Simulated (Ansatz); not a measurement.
```xyz
10

C    -0.1024   -1.4057    0.9523
O     0.5873   -0.3741    0.2468
Si   -0.2762    0.7657   -0.6394
F    -1.4608    0.0977   -1.2823
S     1.0381    1.5467   -2.1434
Cl   -0.7862    2.2480    0.6810
H    -0.7900   -0.9125    1.6919
H    -0.6858   -1.9700    0.2408
H     0.5611   -1.9911    1.5099
H     1.9980    1.9442   -1.2544
```

Computed with SCF B3LYP, Gaussian basis (Ansatz 0.2.0).

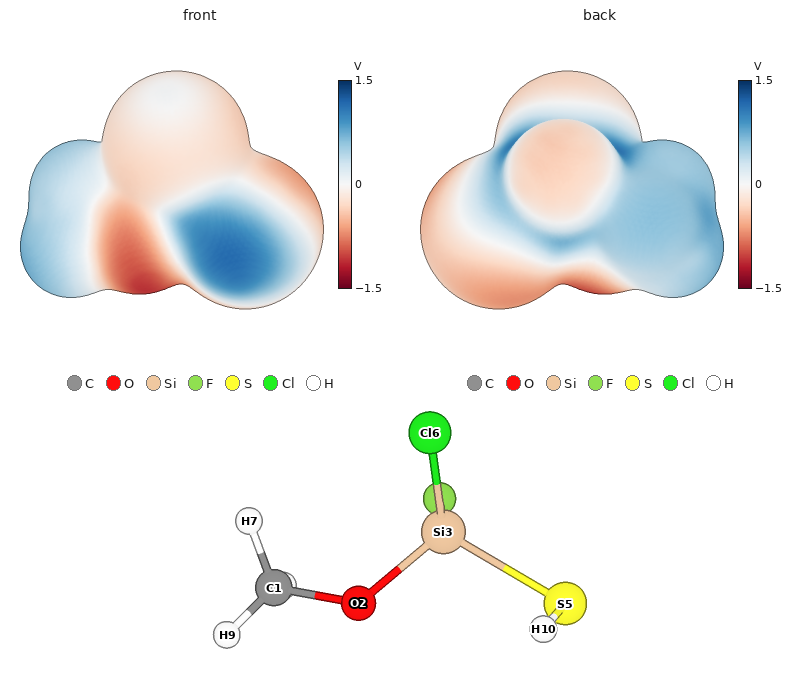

CH4ClFOSSi. The molecular electrostatic potential painted on the density surface at 0.001 e/bohr³, seen from the front and from behind; the colour scale runs from red (negative) to blue (positive). The bare structure is drawn below in the same view.

Which sites attract a positive test charge, and which a negative one?

Answer. A positive charge is drawn to the negative regions and a negative charge to the positive ones. The most negative region (about −1.0 V) lies over O2, the most positive (about +1.1 V) over H10. O2 is the likeliest acceptor of a hydrogen bond.
